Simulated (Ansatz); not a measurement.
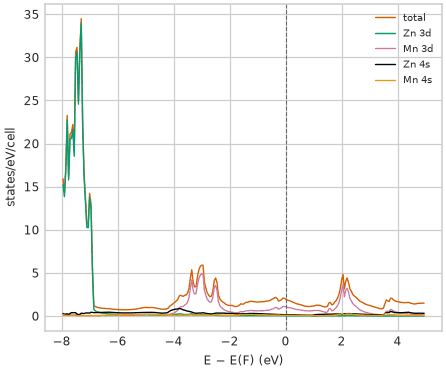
*Total and projected density of states of MnZn$_{3}$ (Cu3Au type, space group No. 221), DFT-r²SCAN in the program Ansatz with PAW potentials*

Which orbitals carry the states next to the Fermi level?

Within 0.5 eV of the Fermi level: Mn 3d 50 %, Zn 4s 9 %, outside the projected shells 35 %. Projections are on Löwdin-orthogonalised atomic valence shells; empty p or d shells of many metals are not among them.

Where is the tallest occupied peak in this window, and what makes it?

Near -7.3 eV, about 34 states/eV per cell; the largest projected share is Zn 3d.

Space group Pm-3m (Cu3Au type). The workflow started from a Materials Project entry (that database holds measured and hypothetical structures alike); the Crystallography Open Database files this formula in space group No. 221, but the cells were not matched. Its standing as an ambient phase is unchecked. The r²SCAN relaxation kept the symmetry of its start; its stability against distortions is not shown here. The final state is ferromagnetic, chosen from 3 collinear starts compared on coarse meshes (ties went to the first, and starts can fall back to one state), not a proven ground state. Other orbital occupations within this spin state were not tried.

Potentials: the later of the program's two PAW sets.
